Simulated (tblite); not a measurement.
**Geometry relaxation of C6H7AlF (charge −1)**

C6H7AlF, charge −1, computed with GFN2-xTB geometry optimisation, gas phase (tblite 0.8.0).

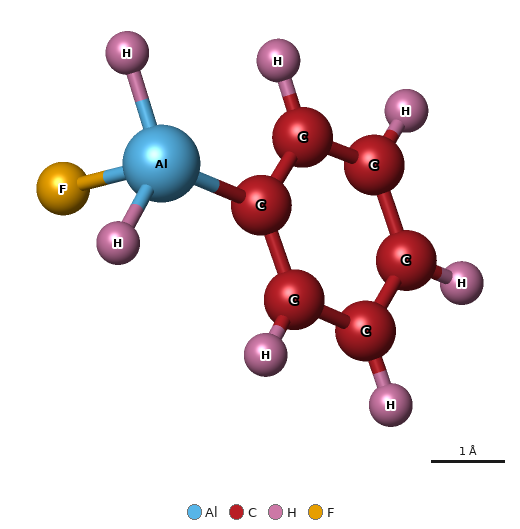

The input geometry (ball-and-stick view, seen at a tilt). Sticks mark near contacts. Bond lengths as drawn: Al–C 1.98 Å, Al–F 1.85 Å, Al–H 1.59 to 1.60 Å, C–C 1.37 to 1.42 Å and C–H 1.08 to 1.11 Å.

### Results in brief

```tsv
quantity	value
outcome	converged
total energy	−612.9685 eV
hardware	1 CPU thread, shared host
wall time	0.7 s
peak memory	0.49 GiB
```

### The input
```
{"job": {"kind": "relax", "xc": "GFN2-xTB", "basis": "xTB"}, "charge": -1, "multiplicity": 1}
Al     2.729900    -0.218700    -0.014900
C      0.759300    -0.052600    -0.029600
C      0.142800     1.092800    -0.472000
C     -1.267300     1.229200    -0.493100
C     -2.049800     0.156800     0.013300
C     -1.447500    -1.004600     0.463400
C     -0.045300    -1.102300     0.454900
H      3.596900     1.009100    -0.554000
H      3.398100    -1.552500     0.536000
H      0.711200     1.936500    -0.846500
H     -1.748500     2.122800    -0.847600
H     -3.144800     0.239900     0.005800
H     -2.059100    -1.826900     0.860700
H      0.420500    -2.031700     0.830700
F      2.707100    -0.985800    -1.702900
```

The first line tells a small driver script what to run in tblite; the rest is the geometry in Å.

Run as:
```bash
OMP_NUM_THREADS=1 python <driver script> task.json out
```

### What the program printed
```
step      E/eV     max force
  0    -611.88689    4.229
  1    -612.25514    3.359
  2    -612.57074    1.951
  3    -612.65577    1.453
  4    -612.78198    1.075
  5    -612.85290    0.996
  6    -612.88723    0.432
  7    -612.89836    0.351
  8    -612.90960    0.363
  9    -612.91940    0.394
 10    -612.92563    0.213
 11    -612.92888    0.129
 12    -612.93095    0.145
 13    -612.93245    0.128
 14    -612.93348    0.089
 15    -612.93444    0.082
 16    -612.93595    0.148
 17    -612.93835    0.222
 18    -612.94120    0.217
 19    -612.94342    0.122
 20    -612.94460    0.081
 21    -612.94530    0.102
 22    -612.94592    0.092
 23    -612.94645    0.101
 24    -612.94698    0.115
 25    -612.94774    0.123
 26    -612.94895    0.175
 27    -612.95054    0.180
 28    -612.95204    0.101
 29    -612.95319    0.103
 30    -612.95437    0.124
 31    -612.95580    0.144
 32    -612.95734    0.140
 33    -612.95886    0.109
 34    -612.96035    0.119
 35    -612.96187    0.133
 36    -612.96334    0.138
 37    -612.96444    0.090
 38    -612.96518    0.068
 39    -612.96589    0.079
 40    -612.96656    0.086
 41    -612.96708    0.071
 42    -612.96742    0.038
 43    -612.96764    0.039
 44    -612.96783    0.045
 45    -612.96801    0.038
 46    -612.96813    0.034
 47    -612.96823    0.025
 48    -612.96832    0.036
 49    -612.96841    0.029
 50    -612.96846    0.018
 51    -612.96849    0.013
 52    -612.96850    0.007
```

### Trajectory as extended XYZ (Å, eV, eV/Å), 15 of the 53 frames kept, from step=0 to step=52
```
15
Properties=species:S:1:pos:R:3:forces:R:3 step=0 energy=-611.88689
Al    2.7299   -0.2187   -0.0149    1.0680  -1.7370  -3.7050
C     0.7593   -0.0526   -0.0296   -0.3740  -0.5220   1.5530
C     0.1428    1.0928   -0.4720   -2.1130   0.7380  -0.3750
C    -1.2673    1.2292   -0.4931    0.5220  -1.7290   0.7740
C    -2.0498    0.1568    0.0133    0.2610   1.0320  -0.6860
C    -1.4475   -1.0046    0.4634    0.7860  -0.1550   0.1030
C    -0.0453   -1.1023    0.4549   -0.7040   0.0660  -0.0750
H     3.5969    1.0091   -0.5540   -0.0720   0.2930   0.9210
H     3.3981   -1.5525    0.5360   -0.0290   0.4680   0.9400
H     0.7112    1.9365   -0.8465    0.2450  -0.1090   0.0590
H    -1.7485    2.1228   -0.8476   -0.0760   0.1820  -0.0770
H    -3.1448    0.2399    0.0058    0.3960   0.0180   0.0530
H    -2.0591   -1.8269    0.8607    0.2120   0.3250  -0.1960
H     0.4205   -2.0317    0.8307   -0.1360   0.6310  -0.2510
F     2.7071   -0.9858   -1.7029    0.0140   0.5000   0.9610
15
Properties=species:S:1:pos:R:3:forces:R:3 step=4 energy=-612.78198
Al    2.7792   -0.3194   -0.2369   -0.1270  -0.0700  -0.1360
C     0.7543   -0.0253    0.0540    0.2750  -0.4550   0.1110
C     0.1082    1.0873   -0.4622   -0.6600   0.4090   0.0460
C    -1.2813    1.2100   -0.4837    0.5280  -0.8630   0.3620
C    -2.0516    0.1525    0.0002    0.0590   0.6910  -0.2650
C    -1.4490   -0.9959    0.4624    0.5090  -0.0180  -0.0040
C    -0.0655   -1.0860    0.4594    0.0330   0.1430   0.1790
H     3.5957    1.0373   -0.4646   -0.0130   0.0070   0.3770
H     3.4026   -1.5092    0.6298    0.0090   0.2860   0.3120
H     0.7090    1.9104   -0.8335    0.0570   0.0350   0.0160
H    -1.7472    2.1051   -0.8436   -0.2330   0.3070  -0.1870
H    -3.1257    0.2449    0.0090   -0.2790  -0.0030   0.0080
H    -2.0489   -1.8057    0.8435   -0.1810  -0.2270   0.0190
H     0.4135   -1.9957    0.8175   -0.0390   0.0990   0.0030
F     2.7101   -0.9982   -1.7467    0.0650  -0.3420  -0.8380
15
Properties=species:S:1:pos:R:3:forces:R:3 step=7 energy=-612.89836
Al    2.7804   -0.3532   -0.3113   -0.0470  -0.0680  -0.0890
C     0.7740   -0.0231    0.0737   -0.1000  -0.1130  -0.3170
C     0.1027    1.0900   -0.4397    0.0830   0.0730   0.0430
C    -1.2762    1.1985   -0.4762   -0.0130   0.0930   0.0730
C    -2.0592    0.1602   -0.0039   -0.0060  -0.0280   0.0910
C    -1.4423   -0.9890    0.4627   -0.0230   0.0450   0.0860
C    -0.0600   -1.0676    0.4786   -0.0030  -0.0750   0.0920
H     3.5931    1.0455   -0.3959   -0.0970  -0.2000   0.0850
H     3.4050   -1.4646    0.6927   -0.0820   0.2350  -0.0830
H     0.7064    1.9013   -0.8253    0.0480   0.1500  -0.0030
H    -1.7556    2.1010   -0.8501    0.0560  -0.0540  -0.0380
H    -3.1400    0.2478    0.0091   -0.0290  -0.0210  -0.0530
H    -2.0540   -1.8093    0.8332    0.0680   0.0010  -0.0720
H     0.4109   -1.9821    0.8177    0.0320  -0.0780   0.1170
F     2.7184   -1.0433   -1.8611    0.1120   0.0410   0.0670
15
Properties=species:S:1:pos:R:3:forces:R:3 step=11 energy=-612.92888
Al    2.7688   -0.3668   -0.3360   -0.0330   0.0350   0.0050
C     0.7666   -0.0436    0.0275    0.0200   0.0170   0.0300
C     0.1082    1.1005   -0.4338   -0.0520  -0.0690  -0.0960
C    -1.2729    1.2072   -0.4576    0.0060   0.0090   0.0360
C    -2.0591    0.1647    0.0082    0.0540   0.0180   0.0130
C    -1.4409   -0.9819    0.4806    0.0070  -0.0050   0.0350
C    -0.0591   -1.0724    0.4905   -0.0120  -0.0010  -0.1190
H     3.5748    1.0123   -0.3665   -0.0320  -0.0080  -0.0050
H     3.3905   -1.4151    0.6928   -0.0350  -0.0060   0.0120
H     0.7111    1.9204   -0.8202   -0.0420  -0.0670   0.0600
H    -1.7503    2.0964   -0.8577   -0.0070   0.0530   0.0360
H    -3.1439    0.2434   -0.0013    0.0880  -0.0180  -0.0320
H    -2.0478   -1.8140    0.8225   -0.0320  -0.0180   0.0570
H     0.4135   -1.9889    0.8383   -0.0400   0.0800   0.0080
F     2.7439   -1.0500   -1.8828    0.1090  -0.0210  -0.0390
15
Properties=species:S:1:pos:R:3:forces:R:3 step=15 energy=-612.93444
Al    2.7632   -0.3670   -0.3431    0.0220  -0.0210  -0.0100
C     0.7654   -0.0465    0.0195   -0.0180  -0.0080  -0.0590
C     0.1045    1.0936   -0.4443    0.0470   0.0140   0.0320
C    -1.2733    1.2109   -0.4519   -0.0220   0.0130  -0.0500
C    -2.0535    0.1664    0.0133   -0.0460  -0.0330  -0.0070
C    -1.4409   -0.9822    0.4866   -0.0300  -0.0010  -0.0420
C    -0.0608   -1.0743    0.4788   -0.0020  -0.0090   0.0450
H     3.5658    1.0067   -0.3619   -0.0130   0.0500  -0.0200
H     3.3805   -1.4068    0.6953   -0.0370  -0.0300   0.0160
H     0.7079    1.9167   -0.8124    0.0260   0.0200  -0.0320
H    -1.7498    2.1030   -0.8508    0.0020   0.0010   0.0650
H    -3.1346    0.2404   -0.0077   -0.0510   0.0090   0.0150
H    -2.0499   -1.8146    0.8302    0.0100   0.0410   0.0380
H     0.4099   -1.9806    0.8438    0.0320  -0.0470   0.0040
F     2.7690   -1.0536   -1.8912    0.0820   0.0010   0.0050
15
Properties=species:S:1:pos:R:3:forces:R:3 step=19 energy=-612.94342
Al    2.7617   -0.3734   -0.3588    0.0450   0.0200   0.0130
C     0.7570   -0.0651   -0.0184    0.0360   0.0490  -0.0490
C     0.1013    1.0886   -0.4590    0.0740  -0.0440   0.0160
C    -1.2762    1.2105   -0.4543   -0.0300   0.1070   0.0500
C    -2.0568    0.1665    0.0126   -0.0430  -0.0870  -0.0660
C    -1.4448   -0.9852    0.4827   -0.0470   0.0590   0.0750
C    -0.0653   -1.0829    0.4692    0.0080   0.0240  -0.0150
H     3.5400    1.0207   -0.3657   -0.0190   0.0070   0.0020
H     3.3411   -1.4086    0.7074   -0.0110  -0.0140   0.0100
H     0.7123    1.9157   -0.8110   -0.0350  -0.0390  -0.0410
H    -1.7514    2.1246   -0.8060    0.0120  -0.0720   0.0020
H    -3.1393    0.2381   -0.0132   -0.0060   0.0250   0.0540
H    -2.0538   -1.7989    0.8682    0.0000   0.0120  -0.0320
H     0.4127   -1.9783    0.8535   -0.0110  -0.0470  -0.0370
F     2.8648   -1.0602   -1.9031    0.0260   0.0020   0.0180
15
Properties=species:S:1:pos:R:3:forces:R:3 step=22 energy=-612.94592
Al    2.7663   -0.3728   -0.3599    0.0050  -0.0010   0.0030
C     0.7584   -0.0685   -0.0299    0.0000  -0.0490   0.0170
C     0.1024    1.0862   -0.4610   -0.0670   0.0160  -0.0140
C    -1.2769    1.2132   -0.4487    0.0290  -0.0790   0.0360
C    -2.0603    0.1631    0.0055    0.0320   0.0690   0.0380
C    -1.4466   -0.9813    0.4878    0.0460  -0.0060   0.0050
C    -0.0657   -1.0827    0.4665    0.0000   0.0010  -0.0110
H     3.5331    1.0260   -0.3675   -0.0020   0.0090   0.0160
H     3.3315   -1.4120    0.7108    0.0030   0.0040   0.0120
H     0.7107    1.9125   -0.8166   -0.0130  -0.0080  -0.0380
H    -1.7519    2.1249   -0.7966   -0.0140   0.0180  -0.0310
H    -3.1426    0.2405   -0.0081    0.0000   0.0130   0.0240
H    -2.0549   -1.7944    0.8739   -0.0030  -0.0080  -0.0160
H     0.4114   -1.9817    0.8500   -0.0400   0.0210  -0.0530
F     2.8886   -1.0608   -1.9018    0.0250   0.0000   0.0110
15
Properties=species:S:1:pos:R:3:forces:R:3 step=26 energy=-612.94895
Al    2.7720   -0.3739   -0.3632   -0.0290  -0.0030   0.0140
C     0.7582   -0.0792   -0.0499   -0.0290   0.0860  -0.0220
C     0.0983    1.0802   -0.4688    0.1280  -0.0260  -0.0170
C    -1.2768    1.2126   -0.4376   -0.0770   0.1280  -0.0920
C    -2.0612    0.1690    0.0186   -0.0380  -0.0420   0.0900
C    -1.4453   -0.9762    0.4958   -0.1100  -0.0090  -0.0340
C    -0.0677   -1.0838    0.4572    0.0080  -0.0210  -0.0100
H     3.5197    1.0355   -0.3615    0.0100   0.0020   0.0260
H     3.3156   -1.4117    0.7214    0.0180   0.0180   0.0090
H     0.7026    1.9038   -0.8367    0.0050  -0.0030  -0.0280
H    -1.7534    2.1260   -0.7880    0.0280  -0.0310   0.0070
H    -3.1435    0.2482    0.0070    0.0030   0.0140   0.0440
H    -2.0560   -1.7891    0.8786    0.0150  -0.0150   0.0070
H     0.4002   -1.9862    0.8309    0.0560  -0.0950   0.0030
F     2.9408   -1.0630   -1.8994    0.0120  -0.0010   0.0050
15
Properties=species:S:1:pos:R:3:forces:R:3 step=30 energy=-612.95437
Al    2.7765   -0.3732   -0.3586   -0.0150   0.0150   0.0030
C     0.7530   -0.0892   -0.0788   -0.0180  -0.0600   0.0190
C     0.0960    1.0724   -0.4897   -0.0950   0.0220  -0.0390
C    -1.2805    1.2181   -0.4312    0.0340  -0.0770   0.0250
C    -2.0654    0.1860    0.0583    0.0330   0.0120  -0.1190
C    -1.4513   -0.9723    0.5023    0.0580  -0.0240   0.0110
C    -0.0730   -1.0924    0.4378   -0.0110  -0.0290  -0.0340
H     3.5030    1.0528   -0.3451   -0.0030  -0.0340   0.0420
H     3.2994   -1.4097    0.7400    0.0150   0.0420   0.0120
H     0.6914    1.8883   -0.8876    0.0430  -0.0100   0.0000
H    -1.7543    2.1275   -0.7831   -0.0220   0.0710  -0.0110
H    -3.1471    0.2694    0.0540    0.0010   0.0340   0.0870
H    -2.0565   -1.7887    0.8840   -0.0210  -0.0120   0.0270
H     0.3893   -2.0129    0.7855    0.0220   0.0480  -0.0270
F     3.0231   -1.0638   -1.8835   -0.0200   0.0020   0.0030
15
Properties=species:S:1:pos:R:3:forces:R:3 step=33 energy=-612.95886
Al    2.7742   -0.3708   -0.3560    0.0170  -0.0210   0.0060
C     0.7441   -0.0972   -0.0969    0.0080  -0.0570  -0.0920
C     0.0901    1.0667   -0.5119   -0.0360  -0.0230   0.0180
C    -1.2843    1.2223   -0.4316    0.0200  -0.0760  -0.0300
C    -2.0661    0.1910    0.0677    0.0210   0.0100   0.0160
C    -1.4548   -0.9741    0.5060    0.0380  -0.0110  -0.0670
C    -0.0783   -1.1051    0.4170   -0.0040   0.0400   0.0000
H     3.4922    1.0563   -0.3222   -0.0080  -0.0050   0.0250
H     3.2936   -1.3970    0.7561   -0.0060   0.0330   0.0050
H     0.6924    1.8744   -0.9210   -0.0140  -0.0390   0.0360
H    -1.7561    2.1376   -0.7807   -0.0040  -0.0310   0.0350
H    -3.1473    0.2913    0.1059    0.0460   0.0100   0.0330
H    -2.0597   -1.7912    0.8932    0.0010   0.0670   0.0000
H     0.3918   -2.0279    0.7518   -0.0290   0.0790  -0.0210
F     3.0715   -1.0642   -1.8731   -0.0500   0.0230   0.0350
15
Properties=species:S:1:pos:R:3:forces:R:3 step=37 energy=-612.96444
Al    2.7762   -0.3713   -0.3525   -0.0010   0.0140   0.0060
C     0.7329   -0.1263   -0.1652    0.0270   0.0170  -0.0280
C     0.0796    1.0468   -0.5518    0.0660  -0.0280  -0.0550
C    -1.2879    1.2197   -0.4321    0.0000   0.0420  -0.0100
C    -2.0649    0.2030    0.0970   -0.0210  -0.0090   0.0180
C    -1.4571   -0.9737    0.5039   -0.0230   0.0210   0.0070
C    -0.0872   -1.1186    0.3758    0.0160  -0.0300  -0.0530
H     3.4623    1.0664   -0.2827   -0.0040   0.0350   0.0180
H     3.2679   -1.3720    0.7860   -0.0080  -0.0160   0.0450
H     0.6848    1.8434   -0.9724   -0.0080   0.0420  -0.0060
H    -1.7584    2.1449   -0.7572    0.0110  -0.0330   0.0310
H    -3.1384    0.3275    0.1934   -0.0130  -0.0060  -0.0070
H    -2.0641   -1.7761    0.9146    0.0130   0.0120   0.0160
H     0.3842   -2.0419    0.6931    0.0030  -0.0620   0.0340
F     3.1736   -1.0597   -1.8456   -0.0580  -0.0010  -0.0150
15
Properties=species:S:1:pos:R:3:forces:R:3 step=41 energy=-612.96708
Al    2.7764   -0.3683   -0.3458    0.0310  -0.0090  -0.0070
C     0.7355   -0.1334   -0.1835   -0.0300  -0.0370   0.0050
C     0.0830    1.0395   -0.5697   -0.0650   0.0290   0.0060
C    -1.2847    1.2167   -0.4375    0.0240  -0.0340   0.0270
C    -2.0640    0.2054    0.1011    0.0360   0.0100  -0.0170
C    -1.4557   -0.9734    0.4987    0.0490  -0.0240   0.0190
C    -0.0861   -1.1265    0.3574   -0.0180  -0.0070   0.0120
H     3.4594    1.0728   -0.2659   -0.0090   0.0140   0.0070
H     3.2677   -1.3654    0.8018   -0.0170   0.0020   0.0120
H     0.6843    1.8445   -0.9810    0.0010   0.0000  -0.0230
H    -1.7578    2.1417   -0.7502    0.0090   0.0520  -0.0130
H    -3.1360    0.3361    0.2158    0.0300  -0.0010  -0.0240
H    -2.0623   -1.7696    0.9206    0.0140  -0.0170   0.0170
H     0.3838   -2.0502    0.6856   -0.0290   0.0160  -0.0260
F     3.1600   -1.0577   -1.8429   -0.0260   0.0070   0.0050
15
Properties=species:S:1:pos:R:3:forces:R:3 step=45 energy=-612.96801
Al    2.7793   -0.3678   -0.3436   -0.0360   0.0070  -0.0010
C     0.7320   -0.1410   -0.2001    0.0120   0.0160  -0.0010
C     0.0803    1.0361   -0.5797    0.0350  -0.0120   0.0090
C    -1.2840    1.2178   -0.4349   -0.0060   0.0230  -0.0120
C    -2.0599    0.2079    0.1089   -0.0110  -0.0080   0.0000
C    -1.4539   -0.9741    0.5021   -0.0180   0.0090  -0.0040
C    -0.0878   -1.1315    0.3472    0.0120   0.0070   0.0070
H     3.4517    1.0795   -0.2545   -0.0060  -0.0040   0.0020
H     3.2598   -1.3605    0.8133   -0.0100   0.0060   0.0000
H     0.6806    1.8392   -0.9975    0.0000  -0.0170  -0.0100
H    -1.7550    2.1468   -0.7461    0.0140  -0.0090   0.0160
H    -3.1297    0.3430    0.2298   -0.0050  -0.0060  -0.0090
H    -2.0593   -1.7695    0.9279    0.0120   0.0010   0.0120
H     0.3778   -2.0576    0.6697    0.0150  -0.0160  -0.0130
F     3.1715   -1.0561   -1.8383   -0.0070   0.0040   0.0030
15
Properties=species:S:1:pos:R:3:forces:R:3 step=48 energy=-612.96832
Al    2.7762   -0.3668   -0.3425   -0.0010   0.0040   0.0000
C     0.7317   -0.1429   -0.2051   -0.0010  -0.0110   0.0250
C     0.0814    1.0349   -0.5818   -0.0180   0.0030  -0.0080
C    -1.2830    1.2187   -0.4355    0.0150  -0.0280   0.0160
C    -2.0588    0.2082    0.1092    0.0010   0.0100   0.0000
C    -1.4537   -0.9743    0.5022    0.0220   0.0030   0.0040
C    -0.0872   -1.1326    0.3454   -0.0030  -0.0070  -0.0070
H     3.4484    1.0814   -0.2510   -0.0110  -0.0090   0.0010
H     3.2553   -1.3584    0.8170   -0.0120   0.0080  -0.0040
H     0.6806    1.8361   -1.0034    0.0150  -0.0010  -0.0070
H    -1.7521    2.1493   -0.7422    0.0000   0.0000   0.0030
H    -3.1282    0.3438    0.2315   -0.0150  -0.0020  -0.0060
H    -2.0564   -1.7693    0.9334    0.0050   0.0150  -0.0050
H     0.3781   -2.0613    0.6635    0.0050   0.0130  -0.0110
F     3.1711   -1.0547   -1.8364   -0.0020   0.0010   0.0000
15
Properties=species:S:1:pos:R:3:forces:R:3 step=52 energy=-612.96850
Al    2.7746   -0.3663   -0.3429    0.0040  -0.0020   0.0000
C     0.7315   -0.1448   -0.2079    0.0020   0.0040  -0.0030
C     0.0816    1.0333   -0.5842    0.0050   0.0000   0.0010
C    -1.2819    1.2182   -0.4338   -0.0020   0.0060  -0.0030
C    -2.0584    0.2090    0.1113    0.0020  -0.0010   0.0030
C    -1.4525   -0.9734    0.5034   -0.0040  -0.0020   0.0000
C    -0.0872   -1.1338    0.3428    0.0030   0.0010   0.0010
H     3.4434    1.0816   -0.2483   -0.0040   0.0030  -0.0010
H     3.2491   -1.3554    0.8192   -0.0060  -0.0010   0.0000
H     0.6817    1.8329   -1.0084    0.0030  -0.0020   0.0010
H    -1.7500    2.1501   -0.7383   -0.0020  -0.0020  -0.0020
H    -3.1284    0.3442    0.2322    0.0030  -0.0010   0.0020
H    -2.0545   -1.7671    0.9365   -0.0070  -0.0020  -0.0010
H     0.3787   -2.0626    0.6580    0.0050  -0.0030   0.0010
F     3.1759   -1.0539   -1.8353   -0.0020   0.0010  -0.0010
```

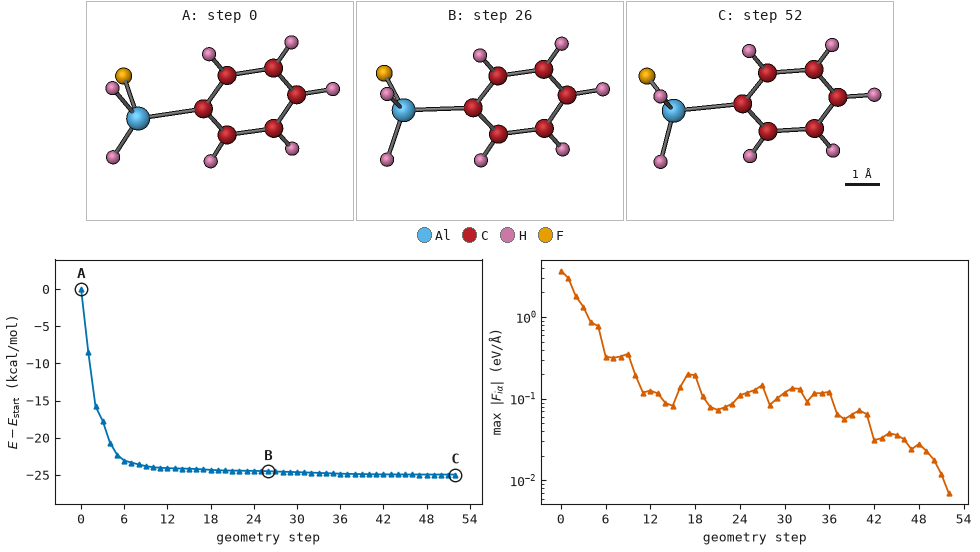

Frames of the relaxation (ball-and-stick view, seen at a tilt) above the curves, on which the letters mark them (steps are counted from 0).

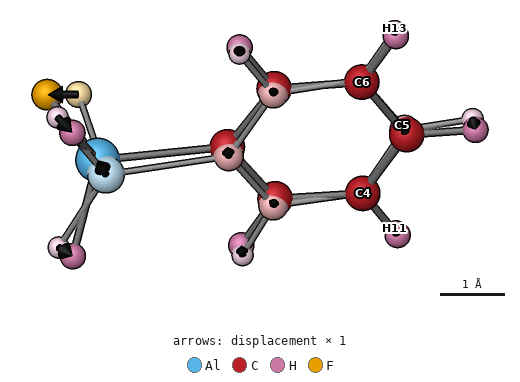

Start (faint) and end (solid) with the displacements as black arrows, at true length (ball-and-stick view, seen at a tilt). The two geometries are laid on each other by the best rigid fit. After 52 geometry steps the energy has fallen by 24.9 kcal/mol. Largest force component: 3.7 eV/Å at the start, 0.007 eV/Å at the end. The largest move after the best rigid fit is that of F15, 0.49 Å. By element the largest moves are F 0.49 Å, H 0.38 Å, Al 0.36 Å, C 0.20 Å. Among the contacts that change: Al1–F15 1.854 → 1.691 Å, Al1–C2 1.978 → 2.060 Å, C4–C5 1.421 → 1.385 Å, C3–C4 1.417 → 1.384 Å. Among the angles that change: H9–Al1–F15 88.5° → 108.6°, C2–Al1–F15 90.9° → 109.7°, H8–Al1–F15 91.0° → 108.7°. (Atoms are counted from 1 in the order of the input.)
